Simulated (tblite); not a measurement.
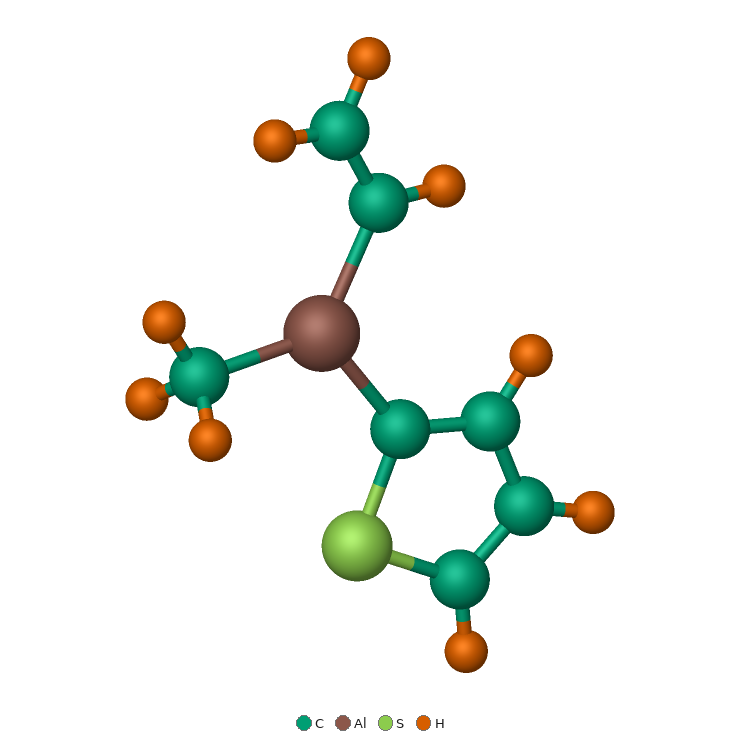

Simulated data, not a measurement (program: tblite).

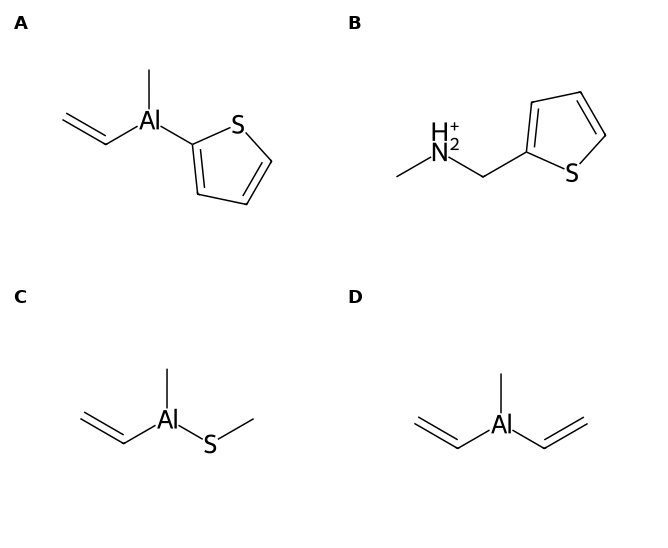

Which structural formula matches the 3D model?

A, `C=[CH][Al]([CH3])[c]1cccs1`.
